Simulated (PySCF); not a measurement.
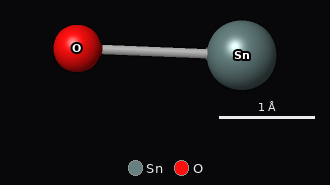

The structure (ball-and-stick view, seen at a tilt). Sticks mark near contacts.

**Single-point calculation of SnO**

System: SnO.
Method: RHF/lanl2dz, tda (PySCF 2.14.0).

The input
```python
from pyscf import gto, scf, tdscf

mol = gto.M(
    atom='Sn 0 0 0; O 0 0 1.755',
    basis='lanl2dz',
    ecp={'Sn': 'lanl2dz'},
    charge=0,
    spin=0,
    verbose=4,
)
mf = scf.RHF(mol)
mf.kernel()
td = tdscf.TDA(mf)
td.nstates = 4
td.kernel()
td.analyze(verbose=3)
mf.dip_moment()
print('orbital energies (hartree):', mf.mo_energy[..., max(0, mol.nelec[1]-3):mol.nelec[0]+3].round(4))
```

Run on 1 CPU thread, shared host.

Command:
```bash
OMP_NUM_THREADS=1 python input.py
```

The program's output
```
PySCF version 2.14.0

[INPUT] verbose = 4
[INPUT] num. atoms = 2
[INPUT] num. electrons = 12
[INPUT] charge = 0
[INPUT] spin (= nelec alpha-beta = 2S) = 0
[INPUT] symmetry False subgroup None
[INPUT] Mole.unit = angstrom
[INPUT] Symbol           X                Y                Z      unit          X                Y                Z       unit  Magmom
[INPUT]  1 Sn     0.000000000000   0.000000000000   0.000000000000 AA    0.000000000000   0.000000000000   0.000000000000 Bohr   0.0
[INPUT]  2 O      0.000000000000   0.000000000000   1.755000000000 AA    0.000000000000   0.000000000000   3.316469348612 Bohr   0.0

nuclear repulsion = 9.64881524184616
number of shells = 9
number of NR pGTOs = 37
number of NR cGTOs = 17
basis = lanl2dz
ecp = {'Sn': 'lanl2dz'}

******** <class 'pyscf.scf.hf.RHF'> ********
method = RHF
initial guess = minao
damping factor = 0
level_shift factor = 0
DIIS = <class 'pyscf.scf.diis.CDIIS'>
diis_start_cycle = 1
diis_space = 8
diis_damp = 0
SCF conv_tol = 1e-09
SCF conv_tol_grad = None
SCF max_cycles = 50
direct_scf = True
direct_scf_tol = 1e-13
Set gradient conv threshold to 3.16228e-05
Initial guess from minao.
init E= -70.6582577976762
  HOMO = -0.164287840742311  LUMO = 0.0629677272515759  gap/eV = 6.18394
cycle= 1 E= -77.8365559634996  delta_E= -7.18  |g|= 0.935  |ddm|= 2.78
  HOMO = -0.145574974083402  LUMO = 0.0484990307787925  gap/eV = 5.28102
cycle= 2 E= -77.3617677600369  delta_E= 0.475  |g|=  1.7  |ddm|= 1.83
  HOMO = -0.379204438276273  LUMO = 0.00320048748687165  gap/eV = 10.40577
cycle= 3 E= -78.0738990313768  delta_E= -0.712  |g|= 0.0596  |ddm|= 1.16
  HOMO = -0.3832947259039  LUMO = 0.0168935265558083  gap/eV = 10.88968
cycle= 4 E= -78.0755492153139  delta_E= -0.00165  |g|= 0.0127  |ddm|= 0.101
  HOMO = -0.383539959683764  LUMO = 0.0192127551297323  gap/eV = 10.95946
cycle= 5 E= -78.0756087640096  delta_E= -5.95e-05  |g|= 0.00216  |ddm|= 0.0194
  HOMO = -0.383981203921632  LUMO = 0.0188884891707686  gap/eV = 10.96264
cycle= 6 E= -78.0756108415068  delta_E= -2.08e-06  |g|= 0.000337  |ddm|= 0.00378
  HOMO = -0.384050461810942  LUMO = 0.018893215946111  gap/eV = 10.96466
cycle= 7 E= -78.07561095083  delta_E= -1.09e-07  |g|= 0.000166  |ddm|= 0.000705
  HOMO = -0.38410476579779  LUMO = 0.0188996916800432  gap/eV = 10.96631
cycle= 8 E= -78.0756109772396  delta_E= -2.64e-08  |g|= 2.22e-05  |ddm|= 0.000516
  HOMO = -0.384112581708077  LUMO = 0.0188984029279401  gap/eV = 10.96649
cycle= 9 E= -78.0756109781377  delta_E= -8.98e-10  |g|= 3.27e-06  |ddm|= 0.000116
  HOMO = -0.384112876864185  LUMO = 0.0188983251364642  gap/eV = 10.96649
Extra cycle  E= -78.0756109781493  delta_E= -1.17e-11  |g|= 1.64e-06  |ddm|= 8.08e-06
converged SCF energy = -78.0756109781493

******** <class 'pyscf.tdscf.rhf.TDA'> for <class 'pyscf.scf.hf.RHF'> ********
nstates = 4 singlet
deg_eia_thresh = 1.000e-03
wfnsym = None
conv_tol = 1e-05
eigh lindep = 1e-12
eigh level_shift = 0
eigh max_cycle = 100

Excitation energies (eV)
[4.01305769 4.28316337 4.28316337 4.31034744]

** Singlet excitation energies and oscillator strengths **
Excited State   1:      4.01306 eV    308.95 nm  f=0.0000
Excited State   2:      4.28316 eV    289.47 nm  f=0.0604
Excited State   3:      4.28316 eV    289.47 nm  f=0.0604
Excited State   4:      4.31035 eV    287.64 nm  f=0.0000
Dipole moment(X, Y, Z, Debye): -0.00000, -0.00000, -5.55990
orbital energies (hartree): [-0.4051 -0.4051 -0.3841  0.0189  0.0189  0.1343]
```

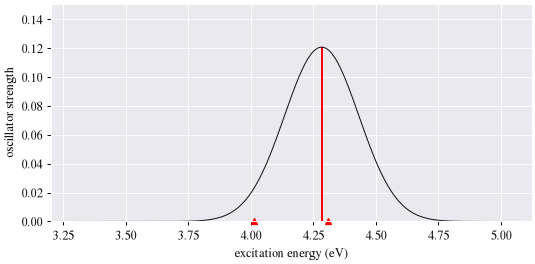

Computed excitations as sticks (degenerate states added up, dark ones marked on the axis), with a Gaussian envelope of 0.35 eV full width at half maximum, scaled to the tallest. Of the 4 states the lowest lies at 4.01 eV (f = 0.000); the strongest line is at 4.28 eV, or 289 nm (f = 0.121, summed over 2 states that lie within 0.004 eV).

Results in brief

| quantity | value |
| --- | --- |
| outcome | converged |
| SCF energy | −78.075611 hartree |
| dipole moment | 5.56 D |
